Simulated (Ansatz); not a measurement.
# AlCl: batch of points

Aim: for AlCl, 3 runs in a chain (batch of points).

Method: DFT PBE, Gaussian basis aug-cc-pV(T+d)Z, and further levels as typed in the inputs, in Ansatz 0.2.0.

### 1 Starting point

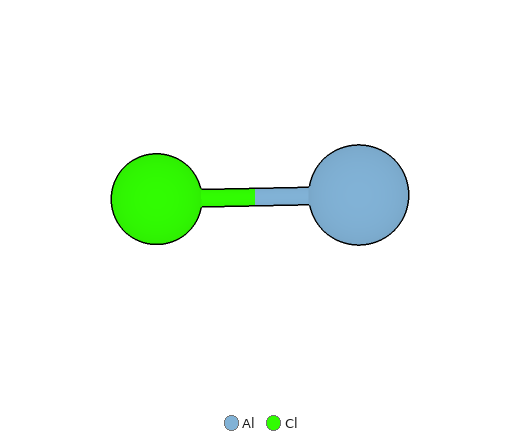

The starting structure, seen from a chosen angle (aluminium light blue, chlorine green).

Coordinates:

```xyz
2

Al    0.0000    0.0000    0.0000
Cl    0.0000    0.0000    2.1300
```

### 2 Batch of points: AlCl

Contents of input.yaml:

```yaml
basis:
  gaussian: { orbitals: "aug-cc-pV(T+d)Z.json" }
hamiltonian:
  xc: pbe
batch:
  members: [s0.yaml, s1.yaml, s2.yaml, s3.yaml, s4.yaml, s5.yaml, ...]
# s1.yaml, one of 18 members:
crystal:
  periodic: [false, false, false]
  atoms:
    - { symbol: Al, position_ang: [0.0, 0.0, 0.0] }
    - { symbol: Cl, position_ang: [0.0, 0.0, 1.86] }
```

Output, shortened:

```text
Warning: RAYON_NUM_THREADS=4 ignored (pool sized by the plan → 4); use --threads N
[...]
Functional definition: PBE
[...]
Member 1: Total energy: -19112.10378162 eV, -702.3568593253 hartree
Member 2: Total energy: -19112.46567236 eV, -702.3701585646 hartree
Member 0: Total energy: -19111.59163022 eV, -702.3380381084 hartree
Member 3: Total energy: -19112.67639986 eV, -702.3779026573 hartree
Member 4: Total energy: -19112.79666235 eV, -702.3823222224 hartree
Member 5: Total energy: -19112.88111932 eV, -702.3854259589 hartree
Member 6: Total energy: -19112.92431895 eV, -702.3870135159 hartree
Member 9: Total energy: -19112.96984218 eV, -702.3886864639 hartree
Member 8: Total energy: -19112.96386583 eV, -702.3884668369 hartree
Member 7: Total energy: -19112.95251076 eV, -702.3880495459 hartree
Member 10: Total energy: -19112.96968991 eV, -702.3886808679 hartree
Member 12: Total energy: -19112.91543449 eV, -702.3866870182 hartree
Member 11: Total energy: -19112.95453748 eV, -702.3881240265 hartree
Member 14: Total energy: -19112.73803798 eV, -702.3801678168 hartree
Member 13: Total energy: -19112.84490497 eV, -702.3840951061 hartree
Member 15: Total energy: -19112.55394279 eV, -702.3734024433 hartree
Member 16: Total energy: -19112.30449463 eV, -702.3642353922 hartree
Member 17: Total energy: -19111.90881608 eV, -702.3496944740 hartree
```

Wall time 4.6 s (4 threads of Intel Xeon 6975P-C (Granite Rapids), shared host); peak memory 0.3 GiB.

Energies in eV above the lowest point:

```tsv
Al1–Cl2 (Å)	energy
1.800	1.378
1.860	0.866
1.920	0.504
1.970	0.293
2.010	0.173
2.050	0.089
2.080	0.046
2.110	0.017
2.130	0.006
2.150	0.000
2.180	0.000
2.220	0.015
2.270	0.054
2.330	0.125
2.400	0.232
2.500	0.416
2.620	0.665
2.800	1.061
```

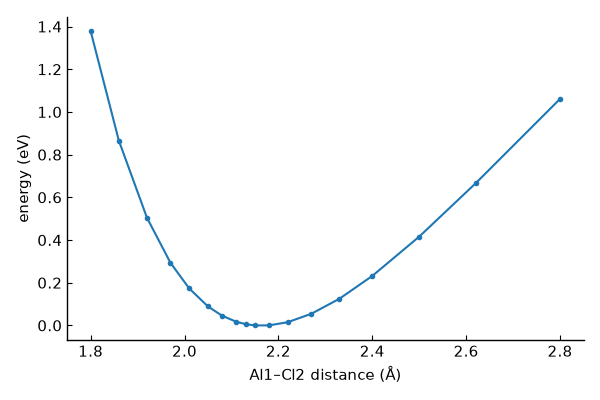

Energy against the Al1–Cl2 distance.

### 3 Batch of points: unrestricted PBE, Gaussian basis aug-cc-pV(T+d)Z

input.yaml, as its differences from that of step 2:

```diff
@@ -1,3 +1,8 @@
+magnetization:
+  spin_polarized: true
+  initial_magnetization: 2
 basis:
-  gaussian: { orbitals: "aug-cc-pV(T+d)Z.json" }
+  gaussian:
+    orbitals: "aug-cc-pV(T+d)Z.json"
+    occupation: { up: { A1: 9, B1: 4, B2: 3 }, down: { A1: 8, B1: 3, B2: 3 } }
 hamiltonian:
```

Output, shortened:

```text
Warning: RAYON_NUM_THREADS=4 ignored (pool sized by the plan → 4); use --threads N
[...]
[... 1 set-up line as earlier in the session ...]
[...]
Member 0: Total energy: -19108.89726421 eV, -702.2390219840 hartree
Member 1: Total energy: -19109.38747274 eV, -702.2570368150 hartree
Member 2: Total energy: -19109.72435629 eV, -702.2694170573 hartree
Member 3: Total energy: -19109.91242811 eV, -702.2763285691 hartree
Member 5: Total energy: -19110.07875190 eV, -702.2824408558 hartree
Member 4: Total energy: -19110.01372483 eV, -702.2800511550 hartree
Member 6: Total energy: -19110.10723503 eV, -702.2834875913 hartree
Member 8: Total energy: -19110.12231194 eV, -702.2840416576 hartree
Member 9: Total energy: -19110.11861705 eV, -702.2839058728 hartree
Member 7: Total energy: -19110.12071137 eV, -702.2839828379 hartree
Member 11: Total energy: -19110.07057796 eV, -702.2821404688 hartree
Member 12: Total energy: -19110.00968977 eV, -702.2799028694 hartree
Member 10: Total energy: -19110.10418441 eV, -702.2833754832 hartree
Member 14: Total energy: -19109.78534747 eV, -702.2716584420 hartree
Member 13: Total energy: -19109.91549727 eV, -702.2764413586 hartree
Member 15: Total energy: -19109.57799062 eV, -702.2640382180 hartree
Member 16: Total energy: -19109.31919320 eV, -702.2545275883 hartree
Member 17: Total energy: -19108.95272236 eV, -702.2410600335 hartree
```

It took 11 s on 4 threads of Intel Xeon 6975P-C (Granite Rapids), shared host; peak memory 0.38 GiB.

Energies in eV above the lowest point:

```tsv
Al1–Cl2 (Å)	energy
1.800	1.225
1.860	0.735
1.920	0.398
1.970	0.210
2.010	0.109
2.050	0.044
2.080	0.015
2.110	0.002
2.130	0.000
2.150	0.004
2.180	0.018
2.220	0.052
2.270	0.113
2.330	0.207
2.400	0.337
2.500	0.544
2.620	0.803
2.800	1.170
```

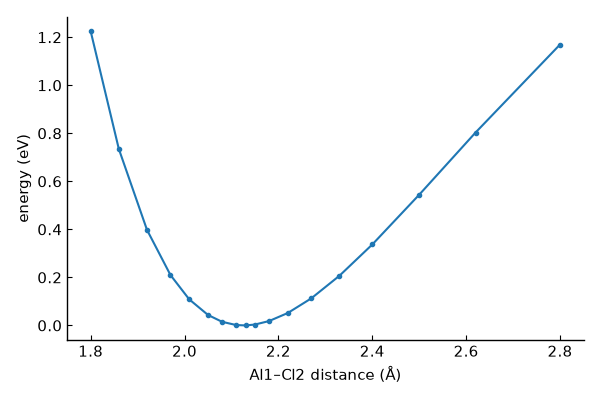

Energy against the Al1–Cl2 distance.

### 4 Batch of points

Contents of input.yaml:

```yaml
basis:
  gaussian:
    orbitals: "aug-cc-pV(T+d)Z.json"
    occupation: { up: { A1: 8, B1: 4, B2: 3 }, down: { A1: 9, B1: 3, B2: 3 } }
hamiltonian:
  xc: pbe
magnetization:
  spin_polarized: true
batch:
  members: [s0.yaml, s1.yaml, s2.yaml, s3.yaml, s4.yaml, s5.yaml, ...]
# s1.yaml, one of 18 members:
crystal:
  periodic: [false, false, false]
  atoms:
    - { symbol: Al, position_ang: [0.0, 0.0, 0.0] }
    - { symbol: Cl, position_ang: [0.0, 0.0, 1.86] }
```

Output, shortened:

```text
Warning: RAYON_NUM_THREADS=4 ignored (pool sized by the plan → 4); use --threads N
[...]
[... 1 set-up line as earlier in the session ...]
[...]
Member 1: Total energy: -19108.78862837 eV, -702.2350296905 hartree
Member 2: Total energy: -19109.12870847 eV, -702.2475274038 hartree
Member 0: Total energy: -19108.29624225 eV, -702.2169348344 hartree
Member 3: Total energy: -19109.32030448 eV, -702.2545684273 hartree
Member 4: Total energy: -19109.42503713 eV, -702.2584172809 hartree
Member 5: Total energy: -19109.49409052 eV, -702.2609549462 hartree
Member 6: Total energy: -19109.52600583 eV, -702.2621278123 hartree
Member 7: Total energy: -19109.54328693 eV, -702.2627628810 hartree
Member 8: Total energy: -19109.54763885 eV, -702.2629228110 hartree
Member 9: Total energy: -19109.54687248 eV, -702.2628946477 hartree
Member 10: Total energy: -19109.53717476 eV, -702.2625382629 hartree
Member 11: Total energy: -19109.51054267 eV, -702.2615595517 hartree
Member 12: Total energy: -19109.45947461 eV, -702.2596828352 hartree
Member 13: Total energy: -19109.37873249 eV, -702.2567156170 hartree
Member 14: Total energy: -19109.26660778 eV, -702.2525951097 hartree
Member 15: Total energy: -19109.08922479 eV, -702.2460764051 hartree
Member 16: Total energy: -19108.87209830 eV, -702.2380971538 hartree
Member 17: Total energy: -19108.57520873 eV, -702.2271866632 hartree
```

Run time: 9.8 s. Hardware: 4 threads of Intel Xeon 6975P-C (Granite Rapids), shared host; peak memory 0.42 GiB.

Energies in eV above the lowest point:

```tsv
Al1–Cl2 (Å)	energy
1.800	1.251
1.860	0.759
1.920	0.419
1.970	0.227
2.010	0.123
2.050	0.054
2.080	0.022
2.110	0.004
2.130	0.000
2.150	0.001
2.180	0.010
2.220	0.037
2.270	0.088
2.330	0.169
2.400	0.281
2.500	0.458
2.620	0.676
2.800	0.972
```

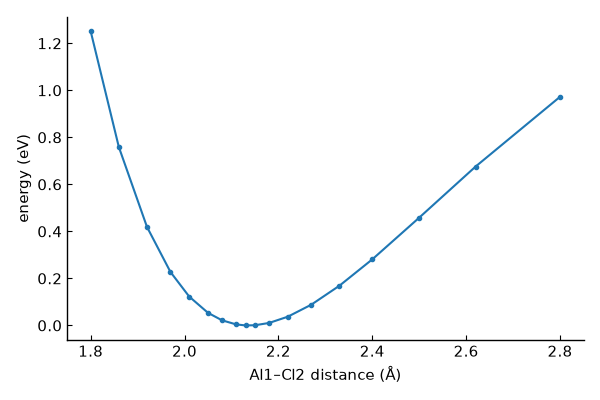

Energy against the Al1–Cl2 distance.

### 5 The runs side by side

```
                                 quantity   value
lowest point of the Al1–Cl2 scan (step 2)  2.15 Å
lowest point of the Al1–Cl2 scan (step 3)  2.13 Å
lowest point of the Al1–Cl2 scan (step 4)  2.13 Å
```

**Reading.** The values hold for the settings typed; their convergence was not tested in this session.
